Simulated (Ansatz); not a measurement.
**Moving the knobs of a GW run on LaInO3 (Pnma)**

A base run on LaInO3 (Pnma), then changed inputs.

Program: Ansatz 0.2.0. Level of theory: G0W0 on r2SCAN, plane waves, PAW. Results are calculated unless marked as measured.

## Step 1: The structure

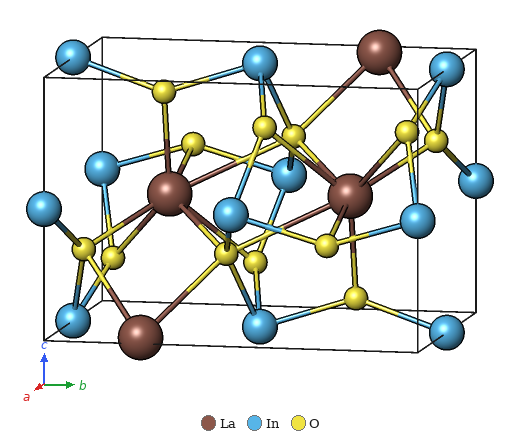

The cell as given, slightly off an axis (lanthanum brown, indium blue, oxygen yellow). Some periodic images of atoms are drawn too.

Geometry: measured cell, ions relaxed with r2SCAN. The runs that relaxed it are not among those shown. Spin-orbit coupling is left out unless a step names it. The default PAW set here is soft_2. Its files were made with PBE.

## Step 2: The base run: 2×2×2 mesh, 436 empty bands, screening to 78 eV

G0W0 replaces the xc potential by the self-energy, built once from these orbitals. Only a window of levels is corrected, while the sums run over the empty bands that the input names.

input.yaml

```yaml
crystal:
  lattice:
    - [5.9404, 0.0, 0.0]
    - [0.0, 8.2158, 0.0]
    - [0.0, 0.0, 5.7229]
  atoms:
    - { symbol: La, position: [0.9463878551, 0.25, 0.0153056088] }
    - { symbol: La, position: [0.5536121449, 0.75, 0.5153056088] }
    - { symbol: La, position: [0.4463878551, 0.25, 0.4846943912] }
    - { symbol: La, position: [0.0536121449, 0.75, 0.9846943912] }
    - { symbol: In, position: [0.0, 0.0, 0.5] }
    - { symbol: In, position: [0.5, 0.0, 0.0] }
    - { symbol: In, position: [0.5, 0.5, 0.0] }
    - { symbol: In, position: [0.0, 0.5, 0.5] }
    - { symbol: O, position: [0.044381747, 0.25, 0.6126999622] }
    - { symbol: O, position: [0.455618253, 0.75, 0.1126999622] }
    - { symbol: O, position: [0.544381747, 0.25, 0.8873000378] }
    - { symbol: O, position: [0.955618253, 0.75, 0.3873000378] }
    - { symbol: O, position: [0.1980525852, 0.0593550044, 0.195575952] }
    - { symbol: O, position: [0.3019474148, 0.9406449956, 0.695575952] }
    - { symbol: O, position: [0.6980525852, 0.4406449956, 0.304424048] }
    - { symbol: O, position: [0.8019474148, 0.5593550044, 0.804424048] }
    - { symbol: O, position: [0.8019474148, 0.9406449956, 0.804424048] }
    - { symbol: O, position: [0.6980525852, 0.0593550044, 0.304424048] }
    - { symbol: O, position: [0.3019474148, 0.5593550044, 0.695575952] }
    - { symbol: O, position: [0.1980525852, 0.4406449956, 0.195575952] }
kpoints:
  mp_grid: { grid: [2, 2, 2] }
hamiltonian:
  xc: r2scan
scf:
  occupations: { method: fixed }
gw:
  n_empty_bands: 436
  ecut_chi: 78
  qp_bands: [v4, c4]
  qp_kpoints: band_edges
  screening: { model: contour_deformation }
```

Launch:

```
> ansatz run input.yaml --threads 8 --pin off --max-ram 55296MiB --backend cuda --events-out ev --progress --plain --runs-dir out --devices 1 --max-vram 24GiB
```

Numbers of over 12 decimals in the logs are rounded to 6 here.

The log of the run:

```text
GPUs: using 1 of 1 available (devices: 1).
Engine: ansatz 0.2.0, x86_64-unknown-linux-gnu
Pseudopotentials: kind: paw
Pseudopotential: La, paw, valence charge 11, recommended cutoff 500 eV (meta_gga), La.paw.azcp
Pseudopotential: In, paw, valence charge 13, recommended cutoff 500 eV (meta_gga), In.paw.azcp
Pseudopotential: O, paw, valence charge 6, recommended cutoff 500 eV (meta_gga), O.paw.azcp
Functional definition: r2SCAN
  parameter k0 = 0.174
  parameter k1 = 0.065
  parameter a1 = 4.9479
  exchange = r2scan_x(k0 = k0, k1 = k1, a1 = a1)
  correlation = r2scan_c
device memory: the entry about to start is reckoned to put 8.6 GiB on a device that reports 78.6 GiB free (of which the cap on the GPU budget leaves the run 24.0 GiB)
GPU FFT provider: cuFFT
GPU libraries: cuBLAS 13.8.2, cuFFT 12.4.0, cuSOLVER 12.3.4
Crystal: 20 atoms, lattice volume = 279.307 Å³
Basis set: ecut = 500 eV, 7101 PW (Γ), exchange–correlation on 180×240×180 points (64 copies of the dense FFT grid, shifted against one another)
Bands: 104, of which v1, the nominal top of the filled ones, is band 84 counted from 1 (83 counted from 0)
Symmetry: 8 space group operations
Space group: Pnma (ITA 62), of the structure as read, at distance tolerance 6.5e-5 Å
k-points: 8
Non-local potential: La, projectors of the file, l = 0: 3, l = 1: 2, l = 2: 2, l = 3: 3
Non-local potential: In, projectors of the file, l = 0: 2, l = 1: 2, l = 2: 2, l = 3: 2
Non-local potential: O, projectors of the file, l = 0: 2, l = 1: 2, l = 2: 1
PAW form: soft (Blöchl's): semilocal exchange-correlation on the pseudo side does not see the compensation charge
PAW frozen core: La, regenerated for the run's functional (the file was generated under x = pbe(κ = 0.804, μ = 0.219515), c = pbe(β = 0.066725))
PAW frozen core: In, regenerated for the run's functional (the file was generated under x = pbe(κ = 0.804, μ = 0.219515), c = pbe(β = 0.066725))
PAW frozen core: O, regenerated for the run's functional (the file was generated under x = pbe(κ = 0.804, μ = 0.219515), c = pbe(β = 0.066725))
PAW one-centre angular grid: La, 974 points (default); XC on 160 Gauss nodes
PAW one-centre angular grid: In, 590 points (default); XC on 289 of its mesh's 2783 points in the sphere
PAW one-centre angular grid: O, 302 points (default); XC on 160 Gauss nodes
Initial density: superposition of atomic densities (neutral atoms: chi_scale 0, normalization atom), corrected by the library's trained network
Initial wavefunctions: pseudopotential atomic-orbital guess
GPU buffer pool allocated for 121500 grid points (all kernels)
GPU transforms: local potential and band sums: pruned to the plane-wave sphere, on 45×60×45
Functional: x = r2scan, c = r2scan; τ floored in thin density (d = 2e-4 eV/Å³)
[...]
k-point 1: bands = [... 80 lower, 9.3878, 9.3878, 9.4567, 9.4567, 14.8950, 14.8950, 15.1966, 15.1966, ... 16 higher]
  k-point 2: bands = [... 80 lower, 9.3953, 9.3953, 9.7064, 9.7064, 14.2441, 14.2441, 15.2003, 15.2003, ... 16 higher]
  k-point 7: bands = [... 80 lower, 9.5253, 9.5253, 9.5253, 9.5253, 15.2342, 15.2342, 15.2342, 15.2342, ... 16 higher]
--- G₀W₀: contour deformation, 6 samples at zero and on the imaginary axis and 1 off it, 8 q-points, 436 empty bands' worth ---
  eigenvalues of the whole cell's RPA ε∞ on this k-mesh (on a slab, of 1 + 4πα/V) = 4.1528, 4.2748, 4.3766; static W/v taken at q = 0 is 0.233057
  gw.qp_kpoints: band_edges: 8 of 8 stored k-points solved, in 1 pass; an edge of the gap read off the rows below is read off those points alone
  `?` marks the rows in doubt; gw_qp.tsv's column doubts and the gw_qp event give each row's grounds
    ik  band        ε_KS         Σx   Σc(E_QP)       V_xc       Z   E_QP_lin       E_QP  E_QP is
     0    81      9.3845   -25.6926     4.6871   -20.9313  0.7656     9.3103     9.3104  root
     0    82      9.4967   -26.9610     4.2079   -22.6618  0.7795     9.4053     9.4054  root
     0    83      9.6456   -27.2515     4.2713   -22.8996  0.7785     9.5649     9.5650  root
     0    84      9.7909   -27.4927     4.3088   -23.1412  0.7779     9.7482     9.7482  root
     0    85     13.3452   -12.5156    -3.3804   -16.7414  0.8282    14.1952    14.1906  root
     0    86     15.1298   -16.6832    -7.3203   -27.2768  0.7698    18.6828    18.4031  root ?
     0    87     15.1823   -18.8595    -8.5130   -31.2309  0.7559    19.4847    19.0407  root ?
     0    88     15.2363   -18.7040    -8.3032   -30.7772  0.7579    19.4201    19.0062  root ?
     1    81      9.3878   -25.7647     4.6892   -20.9682  0.7669     9.2804     9.2806  root
     1    82      9.3878   -25.7647     4.6892   -20.9682  0.7669     9.2804     9.2806  root
     1    83      9.4567   -26.2490     4.5675   -21.5895  0.7710     9.3646     9.3648  root
[...]
1    87     15.1966   -18.6395    -8.3627   -30.7935  0.7569    19.4105    18.9878  root ?
     1    88     15.1966   -18.6395    -8.3627   -30.7935  0.7569    19.4105    18.9878  root ?
[...]
2    87     15.2003   -18.7679    -8.3723   -30.9427  0.7565    19.4285    19.0029  root ?
     2    88     15.2003   -18.7679    -8.3723   -30.9427  0.7565    19.4285    19.0029  root ?
[...]
3    85     15.1125   -15.5266    -6.3927   -24.7111  0.7854    18.0572    17.9043  root ?
[...]
7    81      9.5253   -26.4278     4.5492   -21.7868  0.7711     9.4334     9.4336  root
     7    82      9.5253   -26.4278     4.5492   -21.7868  0.7711     9.4334     9.4336  root
     7    83      9.5253   -26.4278     4.5492   -21.7868  0.7711     9.4334     9.4336  root
     7    84      9.5253   -26.4278     4.5492   -21.7868  0.7711     9.4334     9.4336  root
     7    85     15.2342   -18.9714    -8.4784   -31.2932  0.7551    19.5193    19.0775  root ?
     7    86     15.2342   -18.9714    -8.4784   -31.2932  0.7551    19.5193    19.0775  root ?
     7    87     15.2342   -18.9714    -8.4784   -31.2932  0.7551    19.5193    19.0775  root ?
     7    88     15.2342   -18.9714    -8.4784   -31.2932  0.7551    19.5193    19.0775  root ?
[key lines of the parts left out:]
SCF converged after 8 iterations
Free energy (F): -54353.699034 eV
Fermi energy:    9.790933 eV
```

The job ended after 9.2 s (1 × NVIDIA H100 80GB HBM3 with 8 threads of AMD EPYC 7R13 (Zen 3), shared host; peak memory 2.8 GiB).

The column dr2 measures how far the density is from self-consistency, as an energy; F and HF (Harris–Foulkes) agree once it is small.

Numbers from this step:

| Property | Result |
| --- | --- |
| bands summed | 520 |
| RPA ε∞ on this mesh (eigenvalues) | 4.153, 4.275, 4.377 |
| plane waves in the screening matrix | 431 |
| q-points in the mesh | 8 |
| G0W0 gap on the mesh | 4.442 eV |
| k of the valence top | 0, 0, 0 |
| k of the conduction bottom | 0, 0, 0 |
| starting gap on the mesh | 3.554 eV |
| Z at the valence top | 0.7779 |
| Z at the conduction bottom | 0.8282 |
| least direct G0W0 gap on the computed points | 4.442 eV |

The gap on the mesh goes from 3.55 eV to 4.44 eV, a correction of +0.89 eV. Between the two edge states, bare exchange in place of the xc potential would open the gap by 8.58 eV, and correlation takes back 7.69 eV.

## Step 3: Variant: accuracy level

input.yaml, as its differences from that of step 2:

```diff
@@ -33,4 +33,4 @@
 gw:
-  n_empty_bands: 436
-  ecut_chi: 78
+  n_empty_bands: 634
+  ecut_chi: 100
   qp_bands: [v4, c4]
@@ -38 +38,2 @@
   screening: { model: contour_deformation }
+accuracy: high
```

The log of the run:

```text
GPUs: using 1 of 1 available (devices: 1).
[...]
GPU FFT provider: cuFFT
GPU libraries: cuBLAS 13.8.2, cuFFT 12.4.0, cuSOLVER 12.3.4
Crystal: 20 atoms, lattice volume = 279.307 Å³
Basis set: ecut = 500 eV, 7101 PW (Γ), exchange–correlation on 200×288×192 points (64 copies of the dense FFT grid, shifted against one another)
Bands: 104, of which v1, the nominal top of the filled ones, is band 84 counted from 1 (83 counted from 0)
[... 1 set-up line as in the run before ...]
[...]
k-points: 8
[...]
GPU buffer pool allocated for 172800 grid points (all kernels)
GPU transforms: local potential: pruned to the plane-wave sphere, on 45×64×45; band sums: pruned to the plane-wave sphere, on 50×72×48
[...]
SCF iter   1: F=—  HF=-54353.308300 eV  |F-HF|=—  |Δ(HF+E_count)|=         —  Δρ=1.29e-2  dr2=5.35e-1  dr2_τ=7.56e-1  ethr=1.77e-3  ⟨swp⟩=4.8  Hψ=2949  notcnv=0  defer=127
[...]
SCF iter   8: F=-54353.699035 eV  HF=-54353.699035 eV  |F-HF|=1.40e-8  |Δ(HF+E_count)|=   1.07e-7  Δρ=4.01e-6  dr2=4.40e-8  dr2_τ=1.31e-9  ethr=5.95e-11  ⟨swp⟩=11.0  Hψ=3922  notcnv=0
SCF 1 converged in 8 iterations: F = -54353.699035 eV  dr2 = 4.40e-8
[...]
NSCF: frozen V_eff on 8 k-points
[...]
G₀W₀ screening: q 1/8
[... further progress lines ...]
SCF converged after 8 iterations
Free energy (F): -54353.699035 eV
[...]
Internal energy: -54353.699035 eV  (E = F + TS)
E sigma→0 (E₀):  -54353.699035 eV
Fermi energy:    9.790933 eV
[...]
--- Band table (eV; the first three rows and the last of 8) ---
[...]
0    85     13.3452   -12.5156    -3.4748   -16.7414  0.8262    14.0997    14.0962  root
     0    86     15.1298   -16.6832    -7.4565   -27.2768  0.7680    18.5139    18.2669  root ?
     0    87     15.1823   -18.8595    -8.6680   -31.2309  0.7538    19.2969    18.8857  root ?
     0    88     15.2363   -18.7040    -8.4743   -30.7772  0.7558    19.2294    18.8351  root ?
     1    81      9.3878   -25.7647     4.5735   -20.9682  0.7647     9.1642     9.1648  root
     1    82      9.3878   -25.7647     4.5735   -20.9682  0.7647     9.1642     9.1648  root
     1    83      9.4567   -26.2490     4.4405   -21.5895  0.7688     9.2372     9.2377  root
[...]
1    87     15.1966   -18.6395    -8.5223   -30.7935  0.7549    19.2229    18.8282  root ?
     1    88     15.1966   -18.6395    -8.5223   -30.7935  0.7549    19.2229    18.8282  root ?
[...]
2    87     15.2003   -18.7679    -8.5312   -30.9427  0.7544    19.2408    18.8439  root ?
     2    88     15.2003   -18.7679    -8.5312   -30.9427  0.7544    19.2408    18.8439  root ?
[...]
3    85     15.1125   -15.5266    -6.5340   -24.7111  0.7836    17.8978    17.7629  root ?
[...]
7    81      9.5253   -26.4278     4.4268   -21.7868  0.7687     9.3106     9.3111  root
     7    82      9.5253   -26.4278     4.4268   -21.7868  0.7687     9.3106     9.3111  root
     7    83      9.5253   -26.4278     4.4268   -21.7868  0.7687     9.3106     9.3111  root
     7    84      9.5253   -26.4278     4.4268   -21.7868  0.7687     9.3106     9.3111  root
     7    85     15.2342   -18.9714    -8.6371   -31.2932  0.7530    19.3281    18.9189  root ?
     7    86     15.2342   -18.9714    -8.6371   -31.2932  0.7530    19.3281    18.9189  root ?
     7    87     15.2342   -18.9714    -8.6371   -31.2932  0.7530    19.3281    18.9189  root ?
     7    88     15.2342   -18.9714    -8.6371   -31.2932  0.7530    19.3281    18.9189  root ?
```

It took 13 s on 1 × NVIDIA H100 80GB HBM3 with 8 threads; peak memory 3.6 GiB.

The G0W0 gap on the mesh is 4.480 eV.

Against the base:

```
              setting  base  variant
          empty bands   436      634
screening cutoff (eV)    78      100
             accuracy     -     high
```

```
                                    quantity  variant   base
                    starting gap on the mesh    3.554  3.554
                        G0W0 gap on the mesh    4.480  4.442
least direct G0W0 gap on the computed points    4.480  4.442
                        Z at the valence top    0.775  0.778
                  Z at the conduction bottom    0.826  0.828
```

## Step 4: Outcome

```
base           : 4.44 eV, 9.2 s
accuracy level : 4.48 eV, 13 s
```

Accuracy level: the gap moves by +0.04 eV. The variant differs from the base in empty bands, screening cutoff and accuracy together, so the change can't be laid to one of them. All runs here use a coarse mesh and modest cutoffs; they test settings and are not final values. The 2×2×2 mesh is coarse for this cell (its supercell is 11 Å along the shortest edge). The RPA ε∞ on it, from the r2SCAN start, is 4.15, 4.27 and 4.38; such meshes misread the long-range screening, most where the gap is narrow. Empty 4f levels lie among the conduction bands. Their place in the start is unsure; it enters the screening, and the edge itself where they lie low. The many-body steps are scalar-relativistic: spin-orbit coupling is not in them.

[Paths, hosts, dates, memory and timing lines, banners, echoed tables and standing remarks are left out of the program output.]

[Logs are printed without paths, hosts, clocks, repeated set-up lines and the standing remarks that a program may print on its own settings, such as how far it seeks lower states.]

[Runs of the session that timed out or met a known fault of the program may be left out.]

[Cells called generated may have been cut or substituted from an entry of the Crystallography Open Database or the Materials Project.]

[Hosts, paths, dates, database ids (printed as entryN), source tags and the programs' standing remarks are cut or masked in the printed files.]
